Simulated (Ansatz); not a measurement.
Nudged elastic band of MgH₃ClO

The run: nudged elastic band of MgH₃ClO. Method and program: RKS PBE-D4/def2-SVPD (Ansatz 0.2.0).

One setting was made poor on purpose. It belongs to a series of runs on one base structure; here: an input spoilt on purpose.

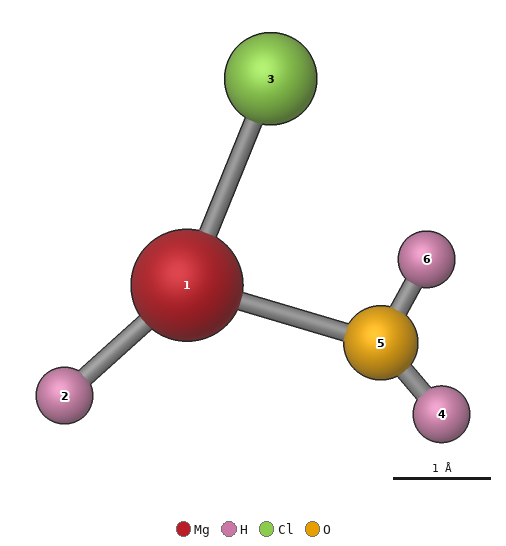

Figure 1. The structure as given in the input (ball-and-stick view, seen on its broad side; atoms are numbered from 1 in the order of the input). Sticks mark near contacts. Bond lengths as drawn: Cl–Mg 2.31 Å, H–Mg 1.71 Å, H–O 0.97 to 0.98 Å and Mg–O 2.09 Å.

## Outcome

| quantity | value |
| --- | --- |
| outcome | refused by the program |
| hardware | 2 threads of Intel Xeon (Granite Rapids), 16 GiB of memory available, shared host |

## Diagnosis

The program refused the input: “invalid value for `neb.final_atoms`: lists 5 atoms but crystal.atoms has 6 — the final endpoint must contain the same atoms in the same order” A deliberately poor setting: bad input.

## Input
```yaml
crystal:
  periodic: [false, false, false]
  atoms:
    - { symbol: Mg, position_ang: [-0.657584, 0.166052, -0.89622] }
    - { symbol: H, position_ang: [-1.463603, 1.547257, -1.488077] }
    - { symbol: Cl, position_ang: [-0.043079, -2.055562, -0.943512] }
    - { symbol: H, position_ang: [0.838083, 0.786188, 1.57004] }
    - { symbol: O, position_ang: [0.503015, 0.241766, 0.840746] }
    - { symbol: H, position_ang: [0.823169, -0.685599, 0.917022] }
basis:
  gaussian: { orbitals: def2-SVPD }
hamiltonian:
  xc: pbe
  dispersion: d4
neb:
  order_check: false
  images: 7
  f_tol: 0.05
  max_iterations: 8
  max_displacement: 0.02
  optimiser: fire
  final_atoms:
    - { symbol: Mg, position_ang: [0.0174597, -0.68940864, -0.27568165] }
    - { symbol: H, position_ang: [-0.88756802, 1.35314381, -0.71893637] }
    - { symbol: Cl, position_ang: [-0.9279798, -1.63450669, -2.06276954] }
    - { symbol: H, position_ang: [-0.48408606, 1.48896942, -0.06880757] }
    - { symbol: O, position_ang: [0.85899737, -0.07432877, 1.21869968] }
  initial_path: idpp
```

Launch command:
```bash
ansatz run input.yaml --threads 2 --pin off --max-ram 3072MiB --backend cpu --events-out ev --progress --plain --runs-dir out
```

## Log
```
Error: invalid value for `neb.final_atoms`: lists 5 atoms but crystal.atoms has 6 — the final endpoint must contain the same atoms in the same order
```
